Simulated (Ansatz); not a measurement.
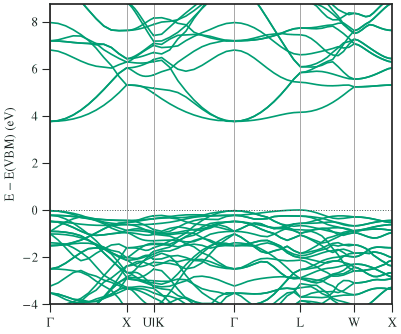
Band structure from PBE in the plane-wave PAW code Ansatz

Task: Read off the gap and where the band edges lie.

Result: About 3.8 eV (3.76 eV by a search for the band edges); maximum at L, minimum at Γ.

Task: Which compound is it?
(A) PbF2, fluorite
(B) C, Fd-3m (C on 8b, C on 32e, C on 96g)
(C) CaS, rock salt
(D) RbBr, rock salt

Result: B, C, Fd-3m (C on 8b, C on 32e, C on 96g)

The start of the workflow was typed in or built on a structure type. Its sites differ from those of the usual phase in this space group: another stacking or structure type. The cell was relaxed with PBE under the symmetry of its start; its stability against distortions is not shown here.

Potentials: the later of the program's two PAW sets.
